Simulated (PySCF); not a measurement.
SMILES C(CC(=O)O)B (C₃H₇BO₂), singlet at its GFN2-xTB optimised geometry (Å):

```
13

B      2.3101    -0.6395     0.0000
C      0.7434    -0.6395     0.0000
C      0.0630     0.7290     0.0000
C     -1.4445     0.6901    -0.0123
O     -2.1509     1.6641     0.0042
O     -1.9516    -0.5500    -0.0453
H      2.9207     0.3566    -0.0286
H      2.8715    -1.6641     0.0253
H      0.3939    -1.2085    -0.8675
H      0.3810    -1.2162     0.8563
H      0.3577     1.3065     0.8795
H      0.3709     1.3124    -0.8712
H     -2.9207    -0.5117    -0.0531
```

Computed with PBE/def2-TZVP run with PySCF 2.14.0. Cells within 0.4 Å of a nucleus heavier than hydrogen are left out (blank, or x).

Map of the deformation density (molecule minus spherical neutral atoms) (e/bohr³) on the plane z = 0.0 Å:

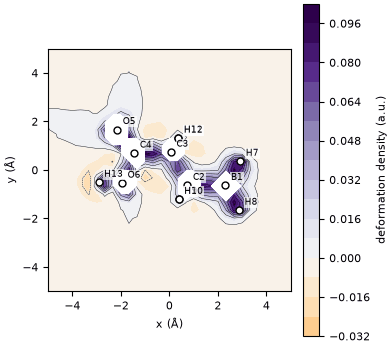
Figure: Deformation density (molecule minus spherical neutral atoms) (e/bohr³) on the plane z = 0.0 Å.
